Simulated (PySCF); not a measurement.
**CrF₃: relaxation and vibrations of the quartet**

Aim: relax CrF₃ as a quartet from a T-shaped start, check by its vibrations whether the end is a minimum, and collect its spectrum and constants.

Computed with PySCF 2.14.0. Level: PBE0, basis Cr def2-TZVP, F def2-TZVP, no relativity, density fitting.

**1. Starting geometry**

4 atoms, charge 0, spin multiplicity 4.

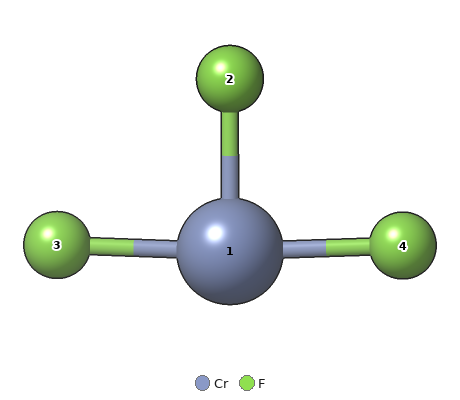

As it starts; chromium light blue, fluorine green; atoms are numbered from 1 in the order of the file.

```xyz
4
charge 0 multiplicity 4
Cr    0.0000    0.0000    0.0000
F     0.0000    0.0000    1.8600
F     1.8589    0.0000    0.0649
F    -1.8589    0.0000    0.0649
```

**2. First SCF at the start**

The steps below are one call of a driver around PySCF. For each, scf.py gives the equivalent set-up of the SCF; relaxations use the driver's own optimiser. After this first run the driver tries any further starts and a stability analysis.

File scf.py:

```python
from pyscf import gto, scf, dft
mol = gto.M(atom='''
Cr     0.000000     0.000000     0.000000
F      0.000000     0.000000     1.860000
F      1.858900     0.000000     0.064900
F     -1.858900     0.000000     0.064900''',
    basis={'Cr': 'def2-TZVP', 'F': 'def2-TZVP'},
    charge=0, spin=3)
mf = dft.UKS(mol, xc='PBE0')
mf.grids.atom_grid = (50, 194)
aux = {'Cr': 'def2-universal-JKFIT', 'F': 'def2-universal-JKFIT'}
mf = mf.density_fit(auxbasis=aux)
mf.conv_tol = 1e-08
mf.diis_space = 10
mf.max_cycle = 60
mf.init_guess = 'minao'
mf.verbose = 4
mf.kernel()
```

Launch:

```
$ OMP_NUM_THREADS=4 python axn.py task.json out
```

The program printed:

```text
init E= -1343.15419247198
[... the frontier-level lines of each cycle are left out ...]
cycle= 1 E= -1343.51039921329  delta_E= -0.356  |g|= 0.718  |ddm|= 1.58
cycle= 2 E= -1334.81426630242  delta_E=  8.7  |g|= 5.33  |ddm|=    2
cycle= 3 E= -1343.54554304884  delta_E= -8.73  |g|= 0.709  |ddm|= 1.75
cycle= 4 E= -1343.63774321232  delta_E= -0.0922  |g|= 0.421  |ddm|= 0.417
cycle= 5 E= -1343.69630432371  delta_E= -0.0586  |g|= 0.0817  |ddm|= 0.194
cycle= 6 E= -1343.69842965795  delta_E= -0.00213  |g|= 0.0331  |ddm|= 0.0412
cycle= 7 E= -1343.69899765415  delta_E= -0.000568  |g|= 0.00567  |ddm|= 0.0268
cycle= 8 E= -1343.69908045318  delta_E= -8.28e-05  |g|= 0.00414  |ddm|= 0.0153
cycle= 9 E= -1343.69910200314  delta_E= -2.15e-05  |g|= 0.0016  |ddm|= 0.00943
cycle= 10 E= -1343.69910360534  delta_E= -1.6e-06  |g|= 0.000257  |ddm|= 0.00206
cycle= 11 E= -1343.6991037527  delta_E= -1.47e-07  |g|= 0.00017  |ddm|= 0.000717
cycle= 12 E= -1343.6991038098  delta_E= -5.71e-08  |g|= 5.68e-05  |ddm|= 0.000461
cycle= 13 E= -1343.69910382966  delta_E= -1.99e-08  |g|= 2.25e-05  |ddm|= 0.000396
cycle= 14 E= -1343.6991038325  delta_E= -2.84e-09  |g|= 1.11e-05  |ddm|= 0.000177
Extra cycle  E= -1343.6991038325  delta_E= 6.82e-13  |g|= 2.28e-05  |ddm|= 2.53e-05
converged SCF energy = -1343.6991038325  <S^2> = 3.8119371  2S+1 = 4.0308496
```

This step, with its further starts and checks, took 41 s on 4 threads of Arm Neoverse N1, shared host.

Energies from each starting density:

```csv
start,energy (Eh)
the minimal-basis guess,-1343.699104
a thermally smeared density,-1343.699104
a smeared PBE density,-1343.703359
```

This is not the lowest solution: one lies 11.2 kJ/mol lower, at -1343.70336 Eh, and the relaxation starts from that.

**3. T-shaped start, quartet: relaxation**

The program finds C2v symmetry in the start, which this walk keeps. The walk stops when the largest gradient is under 0.0003 Eh/bohr and the energy has settled too.

scf.py, as its differences from that of step 2:

```diff
@@ -3,4 +3,4 @@
-Cr     0.000000     0.000000     0.000000
-F      0.000000     0.000000     1.860000
-F      1.858900     0.000000     0.064900
-F     -1.858900     0.000000     0.064900''',
+Cr     0.000000     0.000000    -0.347021
+F      0.000000     0.000000     1.512979
+F      1.858900    -0.000000    -0.282121
+F     -1.858900     0.000000    -0.282121''',
@@ -16 +15,0 @@
-mf.init_guess = 'minao'
```

The optimiser's trace:

```csv
step,energy (Eh),change (kJ/mol),largest symmetric gradient (Eh/bohr)
0,-1343.703359,0.00,0.08349
1,-1343.730494,-71.24,0.02540
2,-1343.735989,-85.67,0.01012
3,-1343.736955,-88.21,0.00381
4,-1343.737020,-88.38,0.00151
5,-1343.737025,-88.39,0.00016
6,-1343.737025,-88.39,0.00000
```

The walk took 33 s.

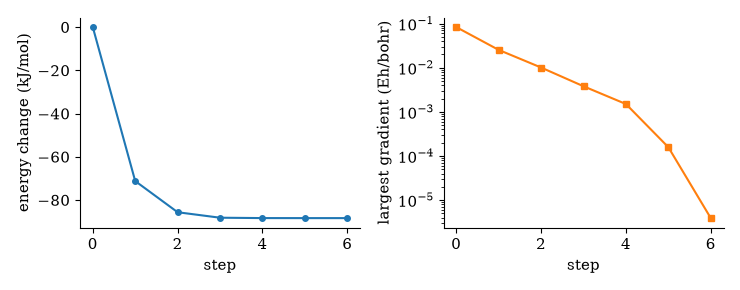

Energy and largest gradient along the walk.

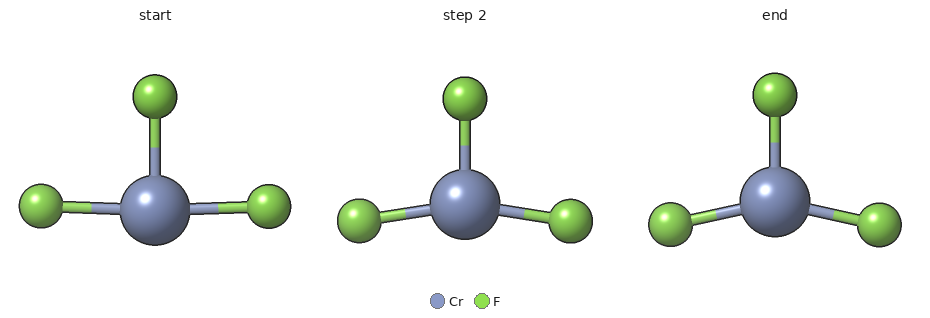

The geometry along the walk, at one scale.

End point (C2v, 6 steps, 88.4 kJ/mol gained): Cr–F 1.745 Å (×2), Cr–F 1.748 Å; F–Cr–F 102.5° (×2), F–Cr–F 155.1°.

**4. Is it a minimum? Harmonic modes**

The point is checked on the finer grid, and tightened if its gradient asks for it. The Hessian and the dipole derivatives come from central differences of analytic gradients, with steps of 0.02 bohr.

scf.py, as its differences from that of step 3:

```diff
@@ -3,4 +3,4 @@
-Cr     0.000000     0.000000    -0.347021
-F      0.000000     0.000000     1.512979
-F      1.858900    -0.000000    -0.282121
-F     -1.858900     0.000000    -0.282121''',
+Cr    -0.000000     0.000000    -0.173487
+F     -0.000000    -0.000000     1.574847
+F      1.704101    -0.000000    -0.550128
+F     -1.704101     0.000000    -0.550128''',
@@ -10 +10 @@
-mf.grids.atom_grid = (50, 194)
+mf.grids.atom_grid = (75, 302)
@@ -13 +13 @@
-mf.conv_tol = 1e-08
+mf.conv_tol = 1e-10
```

The driver hands on the density of the step before, so the log starts near convergence.

SCF at the final geometry:

```text
init E= -1343.73705509649
[... the frontier-level lines of each cycle are left out ...]
cycle= 1 E= -1343.73705509649  delta_E= -9.09e-13  |g|= 4.12e-06  |ddm|= 3.04e-06
Extra cycle  E= -1343.73705509646  delta_E= 2.5e-11  |g|= 9.89e-06  |ddm|= 5.53e-06
converged SCF energy = -1343.73705509646  <S^2> = 3.7726185  2S+1 = 4.0112933
```

The whole step took 1.9 min.

Geometry: C2v; Cr–F 1.745 Å (×2), Cr–F 1.748 Å; F–Cr–F 102.5° (×2), F–Cr–F 155.1°.

Modes, for the most abundant isotopes:

```tsv
symmetry	ω (cm⁻¹)	IR (km/mol)
b2	168	8.5
b1	183	55.5
a1	209	21.9
a1	661	18.9
a1	727	131
b2	780	347
```

Every mode is real; the point is a minimum.

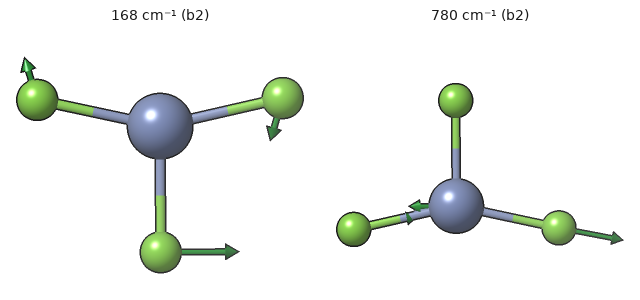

How the atoms move in 2 of the modes.

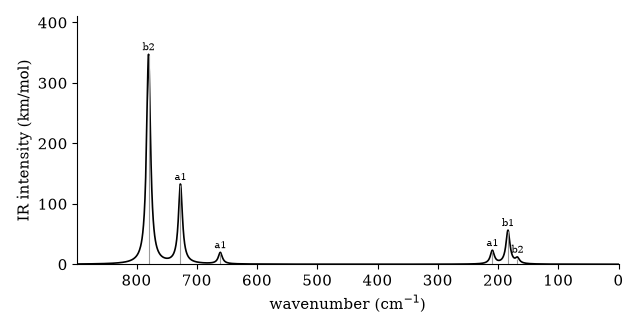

The harmonic infrared spectrum (widths in cm⁻¹). Lines are broadened to a width of 8 cm⁻¹ (Lorentzian).

Properties at this point:

```
Dipole moment                                                   : 2.44 D
Highest occupied level                                          : -8.79 eV
Lowest empty level                                              : -5.14 eV
Rotational constants                                            : 0.2801, 0.1528, 0.09886 cm⁻¹
Zero-point energy                                               : 16.3 kJ/mol
Principal polarisabilities                                      : 17.9, 26.3, 35.2 bohr³
Atomisation energy without zero-point energy                    : 1268 kJ/mol
Principal traceless quadrupole moments about the centre of mass : -8.75, -0.25, 9.00 D Å
Entropy at 298.15 K and 1 bar (electronic part: spin only)      : 311.6 J/(mol K)
Heat capacity Cp at 298.15 K                                    : 66.5 J/(mol K)
Enthalpy at 298.15 K above 0 K                                  : 15.33 kJ/mol
Rotational symmetry number                                      : 2
Spin squared ⟨S²⟩                                               : 3.773
```

Populations by atom (charges in e):

| atom | Mulliken | Löwdin | polar tensor | spin (Mulliken) | Mayer order to Cr1 |
| --- | --- | --- | --- | --- | --- |
| Cr1 | 1.49 | 0.77 | 2.12 | 2.96 | – |
| F2 | -0.49 | -0.26 | -0.68 | 0.06 | 0.85 |
| F3,4 | -0.50 | -0.26 | -0.72 | -0.01 | 0.84 |

Mulliken populations on Cr1: s 6.17, p 12.24, d 4.09, f 0.01.

**5. Results**

| quantity | value |
| --- | --- |
| minimum | quartet, C2v |
| geometry | Cr–F 1.745 Å (×2), Cr–F 1.748 Å; F–Cr–F 102.5° (×2), F–Cr–F 155.1° |
| wavenumbers (cm⁻¹) | 168 (b2), 183 (b1), 209 (a1), 661 (a1), 727 (a1), 780 (b2) |
| dipole moment | 2.44 D |
| highest occupied, lowest empty level (either spin) | -8.79, -5.14 eV |
| polar-tensor charge of Cr1 | +2.12 e |
| zero-point energy | 16.3 kJ/mol |
| entropy at 298.15 K | 311.6 J/(mol K) |
| atomisation energy (no zero-point energy) | 1268 kJ/mol |
| ⟨S²⟩ | 3.773 |

The molecule stays C2v, as typed, and the end point is a minimum. In the infrared the band at 780 cm⁻¹ (b2, stretch) leads. Most of the spin sits on Cr1 (Mulliken spin 2.96, against 3 for the whole molecule). The first SCF alone would have been 11 kJ/mol too high. Other starts or spin states, not run here, may lie lower. Open d and f shells are described by one determinant, and the ground state may have another occupation or spin.

The search up to here took 3.2 min.
